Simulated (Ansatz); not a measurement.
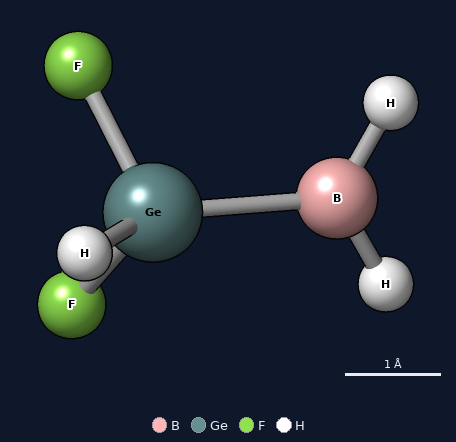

*The starting structure (ball-and-stick view, seen at a tilt). Sticks mark near contacts.*

Bond lengths as drawn: B–Ge 2.03 Å, B–H 1.16 Å, F–Ge 1.76 Å and Ge–H 1.51 Å.

Geometry relaxation of GeBH3F2

The run: geometry relaxation of GeBH3F2. Method and program: RKS PBE-D4/def2-SVP (Ansatz 0.2.0).

It belongs to a series of runs on one base structure; here: end point A relaxed.

The program's output:
```
The last accepted step is kept in [file] (removed where the run ends without a failure and the disk answers)
Engine: ansatz 0.2.0, aarch64-unknown-linux-gnu
Functional definition: PBE
  parameter kappa = 0.804
  parameter beta = 0.06672455060314922
  exchange = pbe_x(kappa = kappa, mu = beta*pi^2/3)
  correlation = pbe_c(beta = beta)
975 factors; their error is unknown
mean field evaluation 1: about -62646.1831 eV, gradient 5.2e1 eV
mean field evaluation 2: about -62624.5701 eV, gradient 1.3e2 eV
mean field evaluation 4: about -62650.6314 eV, gradient 5.2e0 eV
mean field evaluation 8: about -62650.6776 eV, gradient 2.1e-1 eV
mean field evaluation 16: about -62650.6184 eV, gradient 1.9e-5 eV
mean field -62650.61840445 eV, -2302.3677602491 hartree, gradient 1.9e-5 eV, S^2 0.000000; 0 other end points of the search recorded, 0 dependent functions left out
the calculation of the forces begins
reference -62650.61843722 eV, -2302.3677614535 hartree; 29, 29 occupied and 60, 60 virtual orbitals, 975 factors
relax step   1: F+E_penalty+E_count = -62650.72603380 eV  Δ(F+E_penalty+E_count) = +0.000e0 eV  max|allowed force component| = 1.147e0 eV/Å  Δτ_max = 0.0000 Å  (25 SCF iters, accepted)
these checks for a lower state are left out or cut short: starts, cluster_reference, orbital_swaps, neighbouring_geometries, increment
975 factors; their error is unknown
mean field -62650.78233023 eV, -2302.3737844104 hartree, gradient 2.2e-5 eV, S^2 0.000000; 0 other end points of the search recorded, 0 dependent functions left out
the calculation of the forces begins
reference -62650.78236303 eV, -2302.3737856158 hartree; 29, 29 occupied and 60, 60 virtual orbitals, 975 factors
relax step   2: F+E_penalty+E_count = -62650.89009827 eV  Δ(F+E_penalty+E_count) = -1.641e-1 eV  max|allowed force component| = 2.982e-1 eV/Å  Δτ_max = 0.1302 Å  (28 SCF iters, accepted)
these checks for a lower state are left out or cut short: starts, cluster_reference, orbital_swaps, neighbouring_geometries, increment
975 factors; their error is unknown
mean field -62650.80459970 eV, -2302.3746027984 hartree, gradient 1.2e-5 eV, S^2 0.000000; 0 other end points of the search recorded, 0 dependent functions left out
the calculation of the forces begins
reference -62650.80463234 eV, -2302.3746039978 hartree; 29, 29 occupied and 60, 60 virtual orbitals, 975 factors
relax step   3: F+E_penalty+E_count = -62650.91169146 eV  Δ(F+E_penalty+E_count) = -2.159e-2 eV  max|allowed force component| = 2.551e-1 eV/Å  Δτ_max = 0.0604 Å  (27 SCF iters, accepted)
these checks for a lower state are left out or cut short: starts, cluster_reference, orbital_swaps, neighbouring_geometries, increment
975 factors; their error is unknown
mean field evaluation 32: about -62650.8325 eV, gradient 3.5e0 eV
mean field -62650.80300645 eV, -2302.3745442476 hartree, gradient 9.0e-6 eV, S^2 0.000000; 0 other end points of the search recorded, 0 dependent functions left out
the calculation of the forces begins
reference -62650.80303894 eV, -2302.3745454415 hartree; 29, 29 occupied and 60, 60 virtual orbitals, 975 factors
relax step   4: F+E_penalty+E_count = -62650.90992577 eV  Δ(F+E_penalty+E_count) = +1.766e-3 eV  max|allowed force component| = 3.984e-1 eV/Å  Δτ_max = 0.1147 Å  (29 SCF iters, rejected (line search))
these checks for a lower state are left out or cut short: starts, cluster_reference, orbital_swaps, neighbouring_geometries, increment
975 factors; their error is unknown
mean field -62650.81141791 eV, -2302.3748533630 hartree, gradient 9.4e-6 eV, S^2 0.000000; 0 other end points of the search recorded, 0 dependent functions left out
the calculation of the forces begins
reference -62650.81145047 eV, -2302.3748545594 hartree; 29, 29 occupied and 60, 60 virtual orbitals, 975 factors
relax step   5: F+E_penalty+E_count = -62650.91835404 eV  Δ(F+E_penalty+E_count) = -6.663e-3 eV  max|allowed force component| = 7.997e-2 eV/Å  Δτ_max = 0.0558 Å  (28 SCF iters, accepted)
these checks for a lower state are left out or cut short: starts, cluster_reference, orbital_swaps, neighbouring_geometries, increment
975 factors; their error is unknown
mean field -62650.81175532 eV, -2302.3748657625 hartree, gradient 8.8e-5 eV, S^2 0.000000; 0 other end points of the search recorded, 0 dependent functions left out
the calculation of the forces begins
reference -62650.81178787 eV, -2302.3748669587 hartree; 29, 29 occupied and 60, 60 virtual orbitals, 975 factors
relax step   6: F+E_penalty+E_count = -62650.91871779 eV  Δ(F+E_penalty+E_count) = -3.637e-4 eV  max|allowed force component| = 1.670e-2 eV/Å  Δτ_max = 0.0088 Å  (25 SCF iters, accepted)
975 factors; their error is unknown
mean field evaluation 64: about -62650.8118 eV, gradient 1.1e-3 eV
```

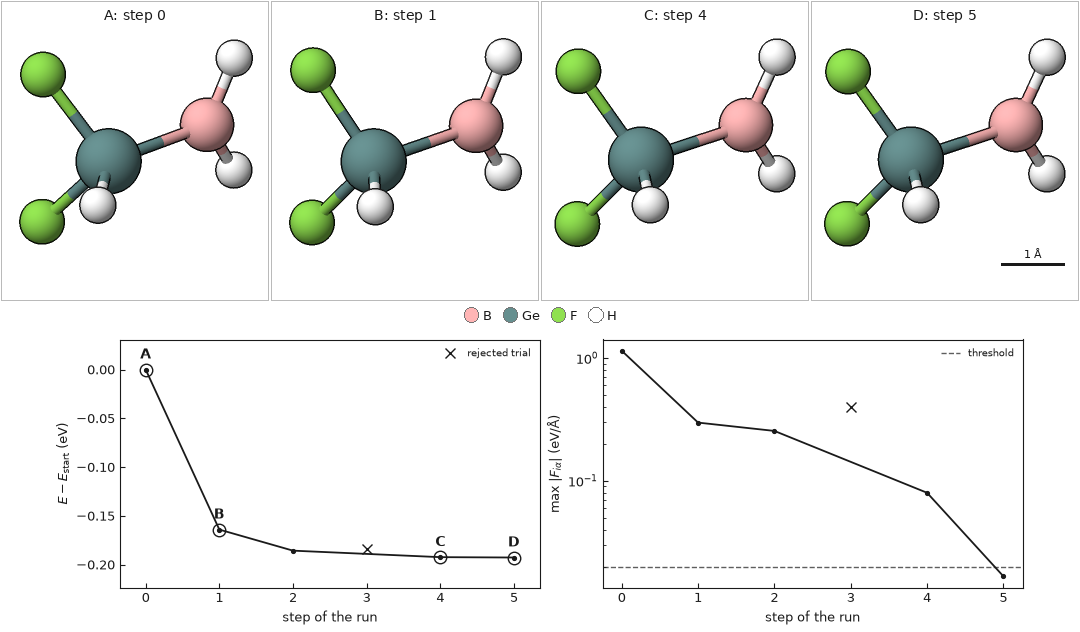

*Frames of the relaxation (ball-and-stick view, seen at a tilt) above the curves, on which the letters mark them (the first geometry is step 0 here and step 1 in the log).*

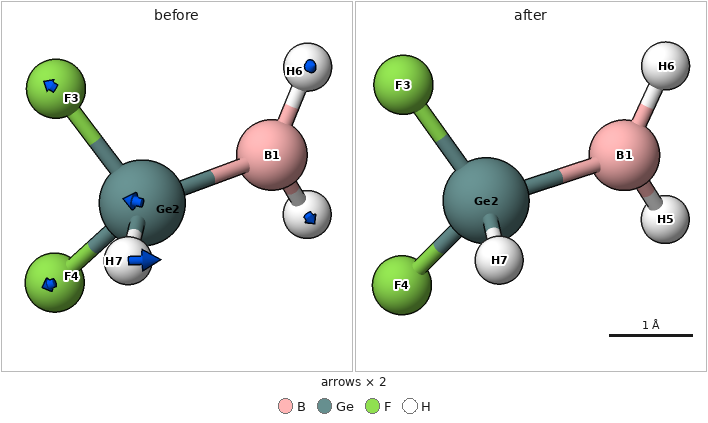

*Before (left) and after (right) the relaxation, at one scale (ball-and-stick view, seen at a tilt). The blue arrows give the displacements, magnified 2 times.*

Over 5 geometry steps the energy falls by 0.193 eV. The largest force component goes from 1.1 to 0.017 eV/Å. The line search rejected the trial step at point 3 (counted from 0) and went back. H7 moves most after the best rigid fit: 0.21 Å. Largest moves by element: H 0.21 Å, Ge 0.14 Å, F 0.09 Å, B 0.02 Å. Distances before and after: B1–H5 1.162 → 1.212 Å, B1–Ge2 2.029 → 2.072 Å, Ge2–H7 1.515 → 1.554 Å. Among the angles that change: B1–Ge2–H7 135.5° → 119.8°, F3–Ge2–H7 100.4° → 106.4°, F3–Ge2–F4 98.7° → 103.4°. (Atoms are counted from 1 in the order of the input.)

```
mean field -62650.81175532 eV, -2302.3748657625 hartree, gradient 8.8e-5 eV, S^2 0.000000; 1 other end points of the search recorded, 0 dependent functions left out
the calculation of the forces begins
reference -62650.81178787 eV, -2302.3748669587 hartree; 29, 29 occupied and 60, 60 virtual orbitals, 975 factors
Total energy: -62650.91875034 eV, -2302.3787977569 hartree
Atom 0 at    -0.896909     0.932361     0.032132 Å, force     0.012953    -0.005372    -0.002970 eV/Å
Atom 1 at     0.600855    -0.496088    -0.064789 Å, force    -0.016699     0.000540     0.006501 eV/Å
Atom 2 at     0.963872    -1.089225     1.550398 Å, force     0.002472     0.002417     0.003514 eV/Å
Atom 3 at     0.004267    -1.924628    -0.899073 Å, force    -0.001161    -0.001003    -0.005031 eV/Å
Atom 4 at    -1.676908     1.047001    -0.888079 Å, force    -0.003677    -0.000656    -0.002146 eV/Å
Atom 5 at    -0.960549     1.672826     0.989187 Å, force    -0.001420     0.001356     0.003754 eV/Å
Atom 6 at     1.965372    -0.142247    -0.719785 Å, force     0.007532     0.002718    -0.003621 eV/Å
Dipole moment:    -0.086896     0.582482    -0.164771 e Å
```

Trajectory as extended XYZ (Å, eV, eV/Å), 6 frames, from step=1 to step=6:
```
7
Properties=species:S:1:pos:R:3:forces:R:3 step=1 energy=-62650.72603
B    -0.9085    0.9481    0.0316    0.6145  -0.3340  -0.1387
Ge    0.6263   -0.3706   -0.1163    0.2234  -1.1469   0.2756
F     0.9428   -1.0253    1.4849   -0.0892   0.1731   0.3616
F     0.0155   -1.8314   -0.8844   -0.3190  -0.0110  -0.2316
H    -1.6992    1.0048   -0.8184   -0.8423   0.0542  -0.9399
H    -1.0089    1.6077    0.9828   -0.0864   0.7239   1.0499
H     2.0319   -0.3332   -0.6802    0.4990   0.5406  -0.3769
7
Properties=species:S:1:pos:R:3:forces:R:3 step=2 energy=-62650.89010
B    -0.8739    0.9381    0.0213    0.0988  -0.2037   0.0256
Ge    0.6471   -0.4452   -0.0998   -0.0280  -0.2777   0.0954
F     0.9043   -1.0194    1.5507    0.0736   0.0265  -0.1365
F    -0.0568   -1.8544   -0.9006    0.1407   0.0910   0.0255
H    -1.6918    0.9875   -0.8504   -0.2084   0.0910  -0.2982
H    -0.9812    1.6074    1.0070    0.0022   0.2766   0.2576
H     2.0522   -0.2139   -0.7283   -0.0789  -0.0038   0.0307
7
Properties=species:S:1:pos:R:3:forces:R:3 step=3 energy=-62650.91169
B    -0.9038    0.9247    0.0371    0.0708   0.1527  -0.0781
Ge    0.6225   -0.4750   -0.0801   -0.0484  -0.2551   0.0990
F     0.9483   -1.0601    1.5548   -0.0038   0.0468  -0.1692
F    -0.0171   -1.8993   -0.9077    0.0950   0.1340   0.0775
H    -1.6914    1.0335   -0.8813    0.0222  -0.0359   0.0680
H    -0.9722    1.6609    1.0008   -0.0182  -0.0690  -0.0336
H     2.0137   -0.1847   -0.7237   -0.1176   0.0266   0.0365
7
Properties=species:S:1:pos:R:3:forces:R:3 step=4 energy=-62650.90993 accepted=F
B    -0.8813    0.9316    0.0264   -0.1856   0.0053   0.0706
Ge    0.5945   -0.5059   -0.0589   -0.3016  -0.1288   0.1600
F     0.9715   -1.0927    1.5582   -0.0182   0.0003  -0.0901
F     0.0056   -1.9331   -0.9065    0.0428   0.0542   0.0638
H    -1.6650    1.0447   -0.8938    0.0465   0.0271   0.0203
H    -0.9476    1.6718    0.9863    0.0176   0.0022  -0.0550
H     1.9223   -0.1165   -0.7116    0.3984   0.0396  -0.1696
7
Properties=species:S:1:pos:R:3:forces:R:3 step=5 energy=-62650.91835
B    -0.8949    0.9334    0.0310   -0.0289   0.0071   0.0091
Ge    0.6038   -0.4937   -0.0667   -0.0284  -0.0800   0.0365
F     0.9633   -1.0835    1.5538   -0.0166   0.0186  -0.0724
F     0.0003   -1.9216   -0.9038    0.0291   0.0592   0.0428
H    -1.6803    1.0439   -0.8870    0.0246   0.0017   0.0177
H    -0.9630    1.6705    0.9921    0.0077  -0.0130  -0.0264
H     1.9709   -0.1491   -0.7194    0.0125   0.0063  -0.0072
7
Properties=species:S:1:pos:R:3:forces:R:3 step=6 energy=-62650.91872
B    -0.8969    0.9324    0.0321    0.0130  -0.0054  -0.0030
Ge    0.6009   -0.4961   -0.0648   -0.0167   0.0005   0.0065
F     0.9639   -1.0892    1.5504    0.0025   0.0024   0.0035
F     0.0043   -1.9246   -0.8991   -0.0012  -0.0010  -0.0050
H    -1.6769    1.0470   -0.8881   -0.0037  -0.0007  -0.0021
H    -0.9605    1.6728    0.9892   -0.0014   0.0014   0.0038
H     1.9654   -0.1422   -0.7198    0.0075   0.0027  -0.0036
```

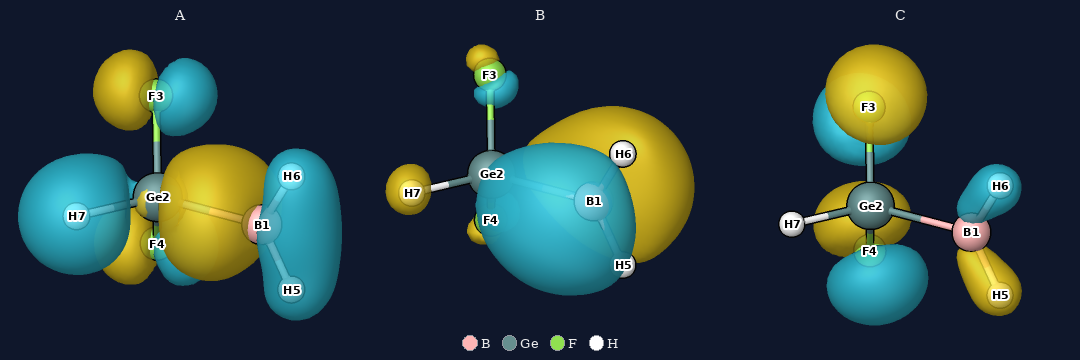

*Three frontier orbitals at ±0.1 Å⁻³ᐟ² (yellow and cyan are the two phases).*

C is the HOMO−1 (−8.62 eV). A is the HOMO (−7.44 eV). It lies mainly on B1 (25 %), Ge2 (25 %), F3 (15 %), F4 (15 %) and H7 (15 %). B is the LUMO (−4.29 eV). It lies mainly on B1 (65 %) and Ge2 (15 %). The HOMO–LUMO gap is 3.15 eV between the orbital energies.

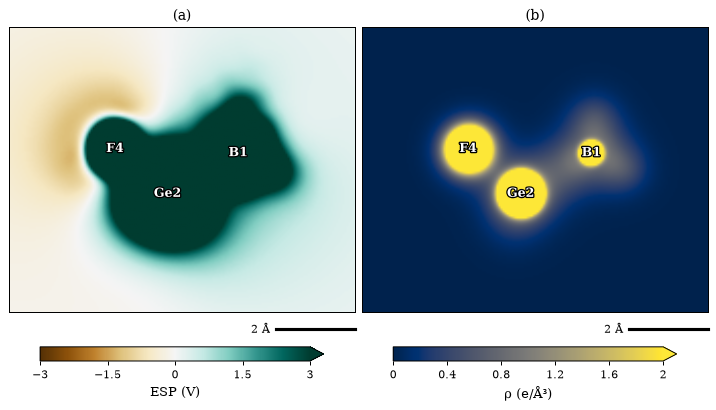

*(a) electrostatic potential; (b) total electron density on the plane of atoms B1, Ge2 and F4.*

Atoms in the plane: B, Ge and F. Ge–F (1.76 Å): ρ is about 0.88 e/Å³ halfway. Ge–B (2.07 Å): ρ at the midpoint is about 0.77 e/Å³.

The run was set up as follows.

Input file:
```yaml
crystal:
  periodic: [false, false, false]
  atoms:
    - { symbol: B, position_ang: [-0.90847, 0.94807, 0.03161] }
    - { symbol: Ge, position_ang: [0.62633, -0.37057, -0.11627] }
    - { symbol: F, position_ang: [0.94283, -1.02531, 1.48495] }
    - { symbol: F, position_ang: [0.01552, -1.83141, -0.88445] }
    - { symbol: H, position_ang: [-1.69925, 1.00475, -0.81843] }
    - { symbol: H, position_ang: [-1.00885, 1.60769, 0.9828] }
    - { symbol: H, position_ang: [2.03189, -0.33322, -0.68022] }
basis:
  gaussian: { orbitals: def2-SVP }
hamiltonian:
  xc: pbe
  dispersion: d4
relax:
  f_tol: 0.02
  max_steps: 50
output:
  orbitals: {}
```

Command:
```bash
ansatz run input.yaml --threads 2 --pin off --max-ram 3072MiB --backend cpu --events-out ev --progress --plain --runs-dir out
```

Results in brief:

- outcome: converged
- total energy: −62650.9188 eV
- mean-field energy: −62650.8118 eV
- largest force (length of the vector) at the end: 0.018 eV/Å
- hardware: 2 threads of Arm Neoverse V1, 24 GiB of memory available, shared host
- wall time: 9.4 s (CPU time 18 s)
- peak memory: 0.12 GiB
